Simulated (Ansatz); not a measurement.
Computed with PBE (plane waves to 420 eV, PAW; Ansatz, a program for electronic structure).

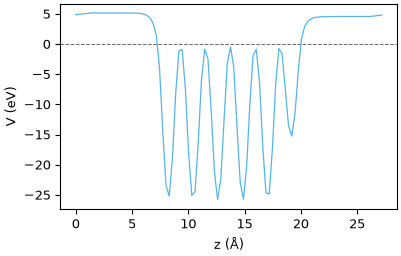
*Electrostatic potential energy of an electron, averaged over planes parallel to the surface, in eV from the Fermi level, for the (111) surface of fcc Rh, (√3x√3)R30°, one Rh site of the top plane empty (bottom of the slab: a bare face, its two planes held)*

Set-up: 17 atoms, 11.1 Å thick at the start with caps and adatoms (thin: gaps and levels are the slab's own); mesh 9x9x1; 0.1 eV smearing; dipole correction on; 6 atoms held, the rest relaxed; symmetry of the start imposed; no spin, no spin-orbit, no U. In PBE it lies 0.06 eV a 1x1 cell over the lowest computed structure of the same composition (one row in 3 of the top plane missing).

The vacuum level lies 4.57 eV above the Fermi level over the top face and 5.16 eV above it under the bottom face.
